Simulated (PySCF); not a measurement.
# [Ce(NO2)]2+: other functionals and bases at one geometry

Aim: see how levels, charges and forces of [Ce(NO2)]2+ depend on the level of theory. The species was built from a template and needn't be a known compound.

Program: PySCF 2.14.0. Level of theory: several levels, as the steps say, no spin–orbit coupling. These are calculated values, not measurements.

5 further runs of the same task are left out: 2 for a known fault of the program, 2 that didn't finish, 1 set aside as unsound or not needed.

**1. Starting geometry**

4 atoms, charge 2, spin multiplicity 1.

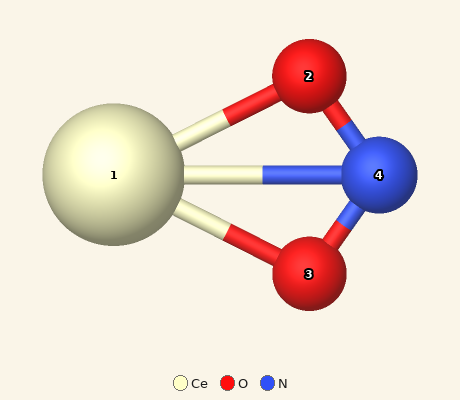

The geometry (cerium light yellow, oxygen red, nitrogen blue); atoms are numbered from 1 in the order of the file.

Coordinates:

```xyz
4

Ce    0.00000    0.00000   -0.44435
O     1.04379    0.00000    1.61644
O    -1.04379    0.00000    1.61644
N     0.00000    0.00000    2.35059
```

Formal oxidation states: Ce +3. Each metal's 1 4f electrons lie in its core potential, so multiplicities, spins and levels count the valence alone. An earlier session relaxed this geometry at r2SCAN, Ce lcecp-1-SVP with ECP47, O def2-SVP, N def2-SVP (singlet, point group C2v).

At r2SCAN on the finer grid: E = -236.451841 Eh, HOMO -17.54 eV, LUMO -14.99 eV, Mulliken charge on Ce1 +2.13 e, largest force component 0.016 eV/Å. 

Levels to run: revPBE; TPSS; HF; B3LYP; r2SCAN, TZVP. Hardware: 2 threads of Arm Neoverse V2, shared host.

**2. revPBE**

Input file run.py (the lines that set the calculation):

```python
mol = gto.M(atom='''
Ce     0.00000     0.00000    -0.44435
O      1.04379     0.00000     1.61644
O     -1.04379     0.00000     1.61644
N      0.00000     0.00000     2.35059''',
    basis={'Ce': 'lcecp-1-SVP', 'O': 'def2-SVP', 'N': 'def2-SVP'},
    ecp={'Ce': 'lcecp-1-SVP'},
    charge=2, spin=0)
mf = dft.RKS(mol, xc='PBE_R,PBE')
mf.grids.atom_grid = (75, 302)  # f atoms: unpruned, at least (60, 302)
mf = mf.density_fit()  # fitting sets: Ce AutoAux, O def2-universal-JKFIT, N def2-universal-JKFIT
mf.conv_tol = 1e-08; mf.max_cycle = 55
mf.kernel(dm0)  # dm0: the density of the relaxed state
```

Launch:

```
OMP_NUM_THREADS=2 python run.py
```

Standard output:

```text
init E= -236.534367031417
  HOMO = -0.630405538193209  LUMO = -0.56227937198196  gap/eV = 1.85381
cycle= 1 E= -236.532306936933  delta_E= 0.00206  |g|= 0.115  |ddm|= 0.269
  HOMO = -0.652067031480893  LUMO = -0.559052574313991  gap/eV = 2.53105
cycle= 2 E= -236.512010699361  delta_E= 0.0203  |g|= 0.32  |ddm|= 0.478
  HOMO = -0.637376092024009  LUMO = -0.557964708257636  gap/eV = 2.16089
cycle= 3 E= -236.535759017402  delta_E= -0.0237  |g|= 0.0269  |ddm|= 0.293
  HOMO = -0.633933937353824  LUMO = -0.558140518106833  gap/eV = 2.06244
cycle= 4 E= -236.536012675105  delta_E= -0.000254  |g|= 0.0145  |ddm|= 0.0537
  HOMO = -0.635086954744477  LUMO = -0.559056456982113  gap/eV = 2.06890
cycle= 5 E= -236.536057359891  delta_E= -4.47e-05  |g|= 0.000755  |ddm|= 0.0106
  HOMO = -0.635054966040329  LUMO = -0.558959532460767  gap/eV = 2.07066
cycle= 6 E= -236.536057528046  delta_E= -1.68e-07  |g|= 0.000251  |ddm|= 0.00116
  HOMO = -0.635066643852646  LUMO = -0.558954863162448  gap/eV = 2.07111
cycle= 7 E= -236.536057546562  delta_E= -1.85e-08  |g|= 0.000107  |ddm|= 0.000352
  HOMO = -0.635067922079301  LUMO = -0.558955147398957  gap/eV = 2.07113
cycle= 8 E= -236.536057548731  delta_E= -2.17e-09  |g|= 3.35e-05  |ddm|= 9.26e-05
  HOMO = -0.635074680806902  LUMO = -0.558956313930558  gap/eV = 2.07129
Extra cycle  E= -236.536057545475  delta_E= 3.26e-09  |g|= 0.000127  |ddm|= 0.000136
converged SCF energy = -236.536057545475
```

It took 3 s on 2 threads of Arm Neoverse V2, shared host.

Result: E = -236.536058 Eh, HOMO -17.28 eV, LUMO -15.21 eV, Mulliken charge on Ce1 +2.04 e, largest force component 0.902 eV/Å. 

**3. TPSS**

Edit run.py (the lines that set the calculation) of step 2 so:

```diff
@@ -8,3 +8,3 @@
     charge=2, spin=0)
-mf = dft.RKS(mol, xc='PBE_R,PBE')
+mf = dft.RKS(mol, xc='TPSS')
 mf.grids.atom_grid = (75, 302)  # f atoms: unpruned, at least (60, 302)
```

Launch:

```
OMP_NUM_THREADS=2 python run.py
```

Standard output:

```text
init E= -236.583208399333
  HOMO = -0.638996166084617  LUMO = -0.557517778758138  gap/eV = 2.21714
cycle= 1 E= -236.583455110967  delta_E= -0.000247  |g|= 0.0446  |ddm|= 0.135
  HOMO = -0.641743087581155  LUMO = -0.553325652784432  gap/eV = 2.40596
cycle= 2 E= -236.580583971703  delta_E= 0.00287  |g|= 0.126  |ddm|= 0.159
  HOMO = -0.639229525046783  LUMO = -0.5546822093573  gap/eV = 2.30065
cycle= 3 E= -236.583944978408  delta_E= -0.00336  |g|= 0.00562  |ddm|= 0.0999
  HOMO = -0.638829690953084  LUMO = -0.555322609242471  gap/eV = 2.27234
cycle= 4 E= -236.58395324056  delta_E= -8.26e-06  |g|= 0.00394  |ddm|= 0.0154
  HOMO = -0.639302251150546  LUMO = -0.555413249053373  gap/eV = 2.28274
cycle= 5 E= -236.583957890083  delta_E= -4.65e-06  |g|= 0.000452  |ddm|= 0.00548
  HOMO = -0.639255216247577  LUMO = -0.555397650293386  gap/eV = 2.28188
cycle= 6 E= -236.583957951203  delta_E= -6.11e-08  |g|= 3.8e-05  |ddm|= 0.000579
  HOMO = -0.639250487888308  LUMO = -0.555395347870223  gap/eV = 2.28181
cycle= 7 E= -236.583957950677  delta_E= 5.26e-10  |g|= 6.5e-05  |ddm|= 7.71e-05
  HOMO = -0.63925263052257  LUMO = -0.555395895936349  gap/eV = 2.28186
Extra cycle  E= -236.583957937432  delta_E= 1.32e-08  |g|= 0.000262  |ddm|= 0.000234
converged SCF energy = -236.583957937432
```

Wall time 4.1 s (2 threads of Arm Neoverse V2, shared host).

Result: E = -236.583958 Eh, HOMO -17.39 eV, LUMO -15.11 eV, Mulliken charge on Ce1 +2.08 e, largest force component 0.704 eV/Å. 

**4. HF**

Edit run.py (the lines that set the calculation) of step 3 so:

```diff
@@ -8,4 +8,3 @@
     charge=2, spin=0)
-mf = dft.RKS(mol, xc='TPSS')
-mf.grids.atom_grid = (75, 302)  # f atoms: unpruned, at least (60, 302)
+mf = scf.RHF(mol)
 mf = mf.density_fit()  # fitting sets: Ce AutoAux, O def2-universal-JKFIT, N def2-universal-JKFIT
```

Launch:

```
OMP_NUM_THREADS=2 python run.py
```

Standard output:

```text
init E= -235.073226468918
  HOMO = -0.819507739175808  LUMO = -0.381903988982393  gap/eV = 11.90780
cycle= 1 E= -235.112091401914  delta_E= -0.0389  |g|= 0.115  |ddm|= 0.491
  HOMO = -0.832510575374869  LUMO = -0.396767739775826  gap/eV = 11.85717
cycle= 2 E= -235.115810855755  delta_E= -0.00372  |g|= 0.057  |ddm|= 0.172
  HOMO = -0.831740493039764  LUMO = -0.397362884673653  gap/eV = 11.82002
cycle= 3 E= -235.116866802644  delta_E= -0.00106  |g|= 0.0301  |ddm|= 0.0582
  HOMO = -0.833008242904178  LUMO = -0.397410715928248  gap/eV = 11.85321
cycle= 4 E= -235.117288142346  delta_E= -0.000421  |g|= 0.00664  |ddm|= 0.0569
  HOMO = -0.833736927734002  LUMO = -0.397330975420007  gap/eV = 11.87521
cycle= 5 E= -235.117331023903  delta_E= -4.29e-05  |g|= 0.00171  |ddm|= 0.0189
  HOMO = -0.833273468543737  LUMO = -0.397325256357846  gap/eV = 11.86276
cycle= 6 E= -235.117333194504  delta_E= -2.17e-06  |g|= 0.000613  |ddm|= 0.00353
  HOMO = -0.833387935924328  LUMO = -0.397272812159105  gap/eV = 11.86730
cycle= 7 E= -235.117333434462  delta_E= -2.4e-07  |g|= 0.000159  |ddm|= 0.0012
  HOMO = -0.833352999626097  LUMO = -0.397277511450343  gap/eV = 11.86622
cycle= 8 E= -235.117333460425  delta_E= -2.6e-08  |g|= 3.75e-05  |ddm|= 0.000459
  HOMO = -0.833352694286315  LUMO = -0.397273737520165  gap/eV = 11.86631
cycle= 9 E= -235.117333462048  delta_E= -1.62e-09  |g|= 7.78e-06  |ddm|= 0.000127
  HOMO = -0.833353017948177  LUMO = -0.397273716408717  gap/eV = 11.86632
Extra cycle  E= -235.117333462094  delta_E= -4.66e-11  |g|= 3.56e-06  |ddm|= 1.42e-05
converged SCF energy = -235.117333462094
```

Run time: 1.4 s. Hardware: 2 threads of Arm Neoverse V2, shared host.

Result: E = -235.117333 Eh, HOMO -22.68 eV, LUMO -10.81 eV, Mulliken charge on Ce1 +2.39 e, largest force component 2.735 eV/Å. 

**5. B3LYP**

Edit run.py (the lines that set the calculation) of step 4 so:

```diff
@@ -8,3 +8,4 @@
     charge=2, spin=0)
-mf = scf.RHF(mol)
+mf = dft.RKS(mol, xc='B3LYP')
+mf.grids.atom_grid = (75, 302)  # f atoms: unpruned, at least (60, 302)
 mf = mf.density_fit()  # fitting sets: Ce AutoAux, O def2-universal-JKFIT, N def2-universal-JKFIT
```

Launch:

```
OMP_NUM_THREADS=2 python run.py
```

Standard output:

```text
init E= -236.537360050141
  HOMO = -0.681723556067556  LUMO = -0.533775011638235  gap/eV = 4.02588
cycle= 1 E= -236.538174941579  delta_E= -0.000815  |g|= 0.0354  |ddm|= 0.132
  HOMO = -0.676942421272965  LUMO = -0.536545553755126  gap/eV = 3.82039
cycle= 2 E= -236.537373221825  delta_E= 0.000802  |g|= 0.0719  |ddm|= 0.0968
  HOMO = -0.680500612364185  LUMO = -0.535628708614457  gap/eV = 3.94217
cycle= 3 E= -236.538443049853  delta_E= -0.00107  |g|= 0.00444  |ddm|= 0.0608
  HOMO = -0.681131304812968  LUMO = -0.535651972758162  gap/eV = 3.95869
cycle= 4 E= -236.538446611408  delta_E= -3.56e-06  |g|= 0.00182  |ddm|= 0.00555
  HOMO = -0.680846901378231  LUMO = -0.535624609212179  gap/eV = 3.95170
cycle= 5 E= -236.538447576335  delta_E= -9.65e-07  |g|= 0.000311  |ddm|= 0.00257
  HOMO = -0.680882750215922  LUMO = -0.535655059346042  gap/eV = 3.95185
cycle= 6 E= -236.538447606798  delta_E= -3.05e-08  |g|= 4.54e-05  |ddm|= 0.000623
  HOMO = -0.680880716353812  LUMO = -0.535656555213676  gap/eV = 3.95175
cycle= 7 E= -236.538447607755  delta_E= -9.57e-10  |g|= 1.78e-05  |ddm|= 0.000134
  HOMO = -0.680881760437099  LUMO = -0.535656834819152  gap/eV = 3.95177
Extra cycle  E= -236.538447607379  delta_E= 3.76e-10  |g|= 4.92e-05  |ddm|= 5.53e-05
converged SCF energy = -236.538447607379
```

Wall time 2.6 s (2 threads of Arm Neoverse V2, shared host).

Read off: E = -236.538448 Eh, HOMO -18.53 eV, LUMO -14.58 eV, Mulliken charge on Ce1 +2.11 e, largest force component 0.126 eV/Å. 

**6. r2SCAN, TZVP**

Basis: Ce lcecp-1-TZVP with ECP47, O def2-TZVP, N def2-TZVP. 

Input file run.py (the lines that set the calculation):

```python
mol = gto.M(atom='''
Ce     0.00000     0.00000    -0.44435
O      1.04379     0.00000     1.61644
O     -1.04379     0.00000     1.61644
N      0.00000     0.00000     2.35059''',
    basis={'Ce': 'lcecp-1-TZVP', 'O': 'def2-TZVP', 'N': 'def2-TZVP'},
    ecp={'Ce': 'lcecp-1-TZVP'},
    charge=2, spin=0)
mf = dft.RKS(mol, xc='R2SCAN')
mf.grids.atom_grid = (75, 302)  # f atoms: unpruned, at least (60, 302)
mf = mf.density_fit()  # fitting sets: Ce AutoAux, O def2-universal-JKFIT, N def2-universal-JKFIT
mf.conv_tol = 1e-08; mf.max_cycle = 55
mf.kernel(dm0)  # dm0: free metal ions and neutral atoms
```

Launch:

```
OMP_NUM_THREADS=2 python run.py
```

Standard output:

```text
init E= -231.919815738648
  HOMO = -0.967887568338163  LUMO = -0.826563939708478  gap/eV = 3.84561
cycle= 1 E= -235.875909421582  delta_E= -3.96  |g|= 2.21  |ddm|= 2.07
  HOMO = -0.565675069898169  LUMO = -0.550368361776229  gap/eV = 0.41652
cycle= 2 E= -219.276176910518  delta_E= 16.6  |g|= 6.52  |ddm|= 4.29
  HOMO = -0.696969052998107  LUMO = -0.60448127901963  gap/eV = 2.51672
cycle= 3 E= -236.364435710953  delta_E= -17.1  |g|= 1.26  |ddm|= 4.09
  HOMO = -0.558713427636704  LUMO = -0.546879195949884  gap/eV = 0.32203
cycle= 4 E= -234.953387298275  delta_E= 1.41  |g|= 2.19  |ddm|= 2.31
  HOMO = -0.657397421604836  LUMO = -0.540515806276705  gap/eV = 3.18051
cycle= 5 E= -236.696835269485  delta_E= -1.74  |g|= 0.215  |ddm|= 1.95
  HOMO = -0.637565047215929  LUMO = -0.543076352939531  gap/eV = 2.57117
cycle= 6 E= -236.709789039737  delta_E= -0.013  |g|= 0.079  |ddm|= 0.285
  HOMO = -0.63726384672188  LUMO = -0.538944940271293  gap/eV = 2.67539
cycle= 7 E= -236.711025341721  delta_E= -0.00124  |g|= 0.0178  |ddm|= 0.0797
  HOMO = -0.639888432949473  LUMO = -0.540477423359331  gap/eV = 2.70511
cycle= 8 E= -236.71110379971  delta_E= -7.85e-05  |g|= 0.00102  |ddm|= 0.0192
  HOMO = -0.6399991375107  LUMO = -0.540525043905306  gap/eV = 2.70683
cycle= 9 E= -236.711104033046  delta_E= -2.33e-07  |g|= 0.000269  |ddm|= 0.00109
  HOMO = -0.640008252546544  LUMO = -0.540528975069222  gap/eV = 2.70697
cycle= 10 E= -236.711104046448  delta_E= -1.34e-08  |g|= 4.61e-05  |ddm|= 0.000232
  HOMO = -0.640007825129382  LUMO = -0.540526119908878  gap/eV = 2.70704
cycle= 11 E= -236.711104046901  delta_E= -4.53e-10  |g|= 5.2e-06  |ddm|= 4.68e-05
  HOMO = -0.640008668702796  LUMO = -0.540527581808587  gap/eV = 2.70702
Extra cycle  E= -236.711104046896  delta_E= 4.66e-12  |g|= 7.35e-06  |ddm|= 1.28e-05
converged SCF energy = -236.711104046896
```

Wall time 14 s (2 threads of Arm Neoverse V2, shared host).

It gives: E = -236.711104 Eh, HOMO -17.42 eV, LUMO -14.71 eV, Mulliken charge on Ce1 +2.19 e, largest force component 0.922 eV/Å. 

**7. All levels side by side**

| level | state | HOMO (eV) | gap (eV) | charge on Ce1 (e) | dipole (D) | largest force (eV/Å) | basis functions | time |
| --- | --- | --- | --- | --- | --- | --- | --- | --- |
| r2SCAN (relaxed here) | singlet | -17.54 | 2.55 | 2.13 | 7.32 | 0.02 | 75 | 13 s |
| revPBE | singlet | -17.28 | 2.07 | 2.04 | 6.74 | 0.90 | 75 | 3 s |
| TPSS | singlet | -17.39 | 2.28 | 2.08 | 7.01 | 0.70 | 75 | 4.1 s |
| HF | singlet | -22.68 | 11.87 | 2.39 | 8.86 | 2.73 | 75 | 1.4 s |
| B3LYP | singlet | -18.53 | 3.95 | 2.11 | 7.37 | 0.13 | 75 | 2.6 s |
| r2SCAN, TZVP | singlet | -17.42 | 2.71 | 2.19 | 7.04 | 0.92 | 140 | 14 s |

Times are on 2 threads of Arm Neoverse V2, shared host; the first row also made further properties. The dipole of a charged species depends on the origin, so these sizes hold for this origin alone.

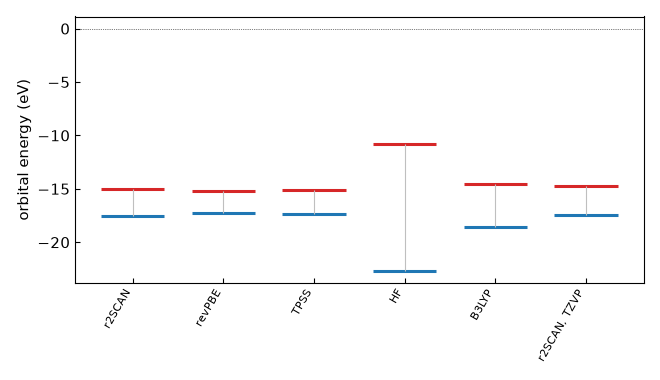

Highest filled and lowest empty level, method by method.

In one basis the HOMO–LUMO gap runs from 2.07 eV (revPBE) to 11.87 eV (HF). The largest leftover force, 2.73 eV/Å with HF, stands at a geometry relaxed at another level. The Mulliken charge on Ce spans +2.04 to +2.39 e over the levels. With 4f in the core, its levels are missing from HOMO and gap. Total energies of different levels can't be compared. Spin–orbit coupling is left out throughout.
